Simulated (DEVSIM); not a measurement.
System: illuminated Si p-on-n cell, one wavelength, at 300 K.

```
layer (left to right)  material  thickness (μm)  Nd (cm⁻³)  Na (cm⁻³)  τn (s)  τp (s)  absorption coefficient (cm⁻¹)
---------------------  --------  --------------  ---------  ---------  ------  ------  -----------------------------
1                            Si           0.120          -     1.8e18  5.5e-6    5e-6                           6500
2                            Si            29.0     2.4e15          -  6.2e-5  6.2e-5                           6500
```

Left contact: ohmic, minority electron recombination velocity 50000 cm/s. Right contact: ohmic, minority hole recombination velocity 40000 cm/s. Voltage is applied to the left contact. Recombination: SRH at mid-gap, radiative, Auger. Light enters at the left, 2.5e16 photons cm⁻² s⁻¹, one pass, no reflection. Mobility is constant in doping.

Constants are typed, rounded textbook-type inputs, not results; the design itself was drawn at random and stands for no fabricated device. Values at 300 K.

```tsv
parameter	Si
gap (eV)	1.124
affinity (eV)	4.05
permittivity	11.7
Nc (cm⁻³)	2.86e19
Nv (cm⁻³)	3.1e19
μn (cm²/Vs)	1417
μp (cm²/Vs)	470
B (cm³/s)	4.7e-15
Cn (cm⁶/s)	2.8e-31
Cp (cm⁶/s)	9.9e-32
```

Simulated with DEVSIM: 1D drift-diffusion, Boltzmann statistics, complete ionisation; no tunnelling, impact ionisation, image-force lowering or self-heating.

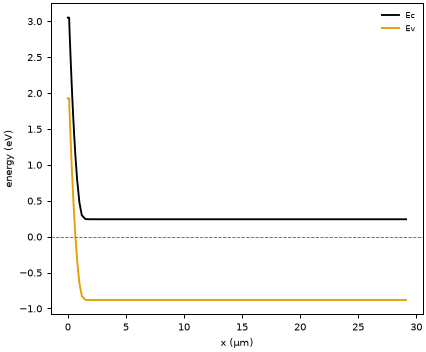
Figure: Band edges at -2.0 V on the left contact, in the dark

Energies count from the Fermi level of the right contact; mesh points crowd at the junctions.

```csv
x (μm),Ec (eV),Ev (eV),n (cm⁻³),p (cm⁻³),field (V/cm)
0.000,3.050,1.926,< 1e2,1.8e18,≈ 0
0.02074,3.050,1.926,< 1e2,1.8e18,≈ 0
0.05195,3.050,1.926,< 1e2,1.8e18,≈ 0
0.08712,3.050,1.926,< 1e2,1.8e18,≈ 0
0.1185,3.030,1.906,< 1e2,8.1e17,-61000
0.1403,2.912,1.788,< 1e2,8.6e15,-45000
0.1845,2.719,1.595,< 1e2,4.9e12,-43000
0.3221,2.167,1.044,< 1e2,3000,-38000
0.5481,1.414,0.290,< 1e2,270,-29000
0.9999,0.475,-0.649,3.0e11,< 1e2,-12000
1.903,0.243,-0.881,2.4e15,900,≈ 0
4.710,0.243,-0.881,2.4e15,5300,≈ 0
9.321,0.243,-0.881,2.4e15,13000,≈ 0
17.30,0.243,-0.881,2.4e15,25000,≈ 0
24.31,0.243,-0.881,2.4e15,36000,≈ 0
26.73,0.243,-0.881,2.4e15,40000,≈ 0
27.93,0.243,-0.881,2.4e15,42000,≈ 0
28.54,0.243,-0.881,2.4e15,43000,≈ 0
28.91,0.243,-0.881,2.4e15,43000,≈ 0
29.03,0.243,-0.881,2.4e15,44000,≈ 0
29.09,0.243,-0.881,2.4e15,44000,≈ 0
29.12,0.243,-0.881,2.4e15,44000,≈ 0
```
